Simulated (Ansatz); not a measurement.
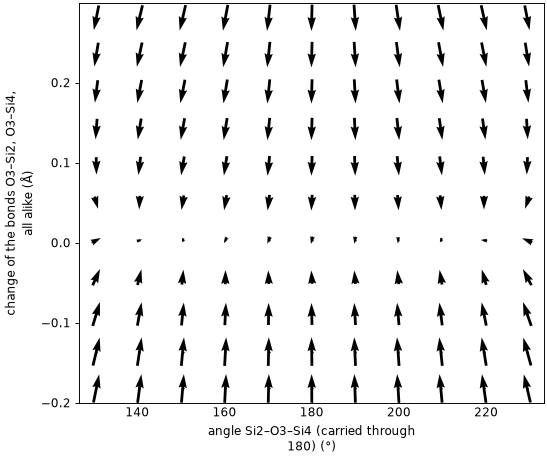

FH4OSi2, SMILES F[SiH2]O[SiH2], spin multiplicity 2. 
- Coordinates scanned: (1) angle Si2–O3–Si4 (carried through 180); (2) change of the bonds O3–Si2, O3–Si4, all alike.
- Nothing is relaxed (all other coordinates rigid).
- The scan uses an 11 × 11 grid.
- Points are written as (first, second).
- All numbers below come from UKS PBE0-D4/def2-SVP in Ansatz.

In the figure: dots at the grid points, arrows along the force (downhill), their lengths compressed.

Q: The arrows alone are given. Where is the energy lowest?

A: The arrows converge at about (149°, 0.000 Å) (read from the interpolated surface).

The energy map of the same scan:

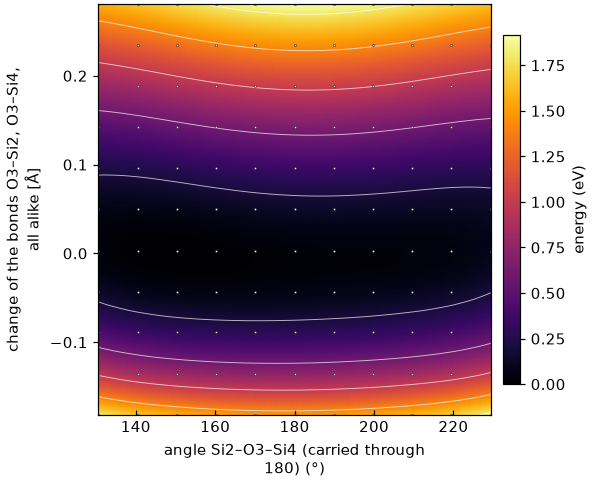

Energies are in eV, from the relaxed molecule at the same level; between grid points the surface is interpolated.
